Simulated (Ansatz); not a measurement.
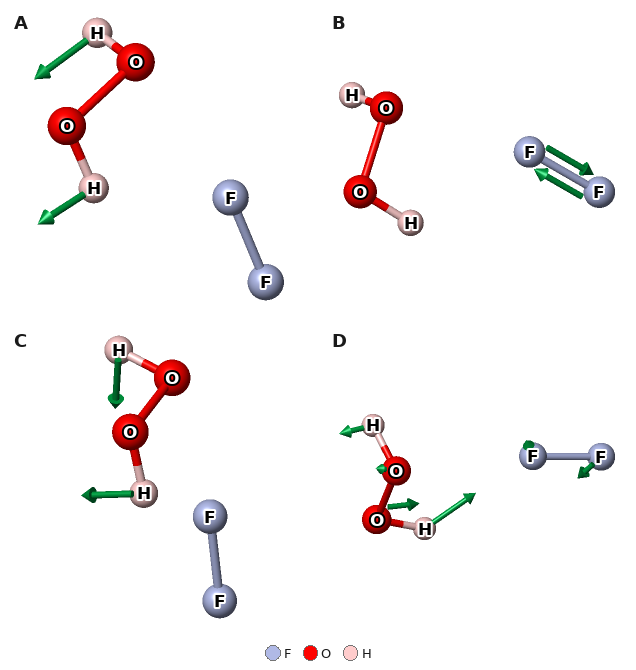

4 normal modes of one molecule or complex, as arrows. Harmonic vibrations computed with RKS PBE0-D4/def2-TZVP (Ansatz 0.2.0) at a stationary point of the same level.

**Match the panels to the wavenumbers 47 cm⁻¹, 414 cm⁻¹, 1042 cm⁻¹, 1352 cm⁻¹.**

A: 1352 cm⁻¹, H–O–O bending
B: 1042 cm⁻¹, F–F stretching
C: 414 cm⁻¹
D: 47 cm⁻¹
